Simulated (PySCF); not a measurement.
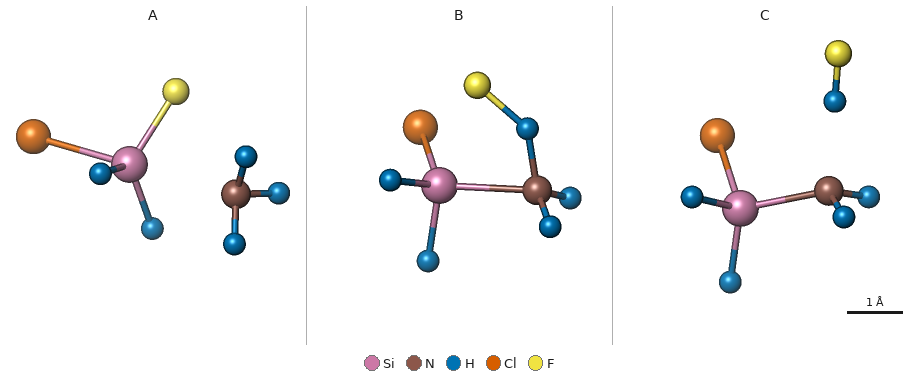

Three geometries of SiNH5ClF: a saddle point and the two minima that it joins, in shuffled order. Style: ball-and-stick. Shown at a tilt. Sticks join atoms that are closer than about 1.2 times the sum of their covalent radii (a little more with hydrogen).

Stationary points at PBE0-D4/def2-TZVP, single-point energies with wB97M-V (def2-TZVPP where no basis is named; PySCF 2.14.0). The energies are electronic, without zero-point or thermal terms, and both ends are the minima reached downhill from the saddle, with any fragments still in contact.

Identify the saddle point and describe the reaction.

Frame B is the saddle point. Counted by bonded pieces, C holds HF + SiH₄NCl and A holds NH₃ + SiH₂ClF. From C over the saddle to A, bonds form: F–Si (3.65 → 2.14 → 1.61 Å), H–N (1.73 → 1.20 → 1.01 Å). Bonds break: N–Si (1.74 → 1.84 → 2.32 Å), F–H (0.95 → 1.22 → 2.73 Å). The saddle has one imaginary mode, 714i cm⁻¹. With wB97M-V the barrier is 71.5 kJ/mol from C and 151.0 kJ/mol from A, and A lies 79.5 kJ/mol below C.
